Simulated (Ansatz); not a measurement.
# Ge (diamond structure), cut as [111] wire, round, centred on atom, 1.08 nm across

The numbers are results of PBE (plane waves to 420 eV, PAW; Ansatz, a first-principles code), not measurements.

k-points: Γ-centred 1×1×3 mesh; occupations: Fermi-Dirac, 0.020 eV; spin polarisation not allowed. Scalar-relativistic, no spin-orbit coupling.

 The relaxation kept the symmetry of its start, so a lower minimum of less symmetry isn't excluded. The period along the axis is held at the bulk value.

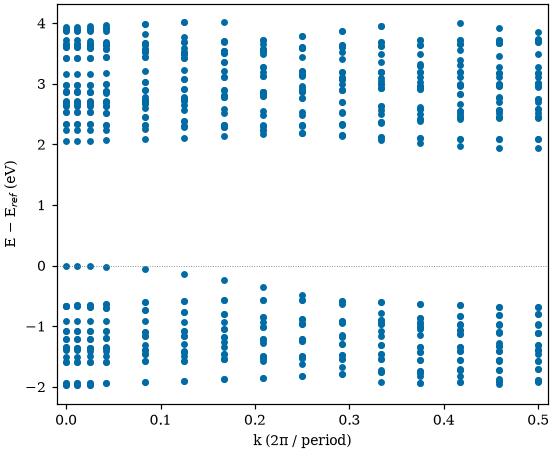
Fig. 1. Levels along the axis at 15 k-points, drawn as points, zero at the top of the valence band

Electronic character: not metallic; Kohn-Sham band gap: 1.93 eV. Only levels within the plotted window are shown.
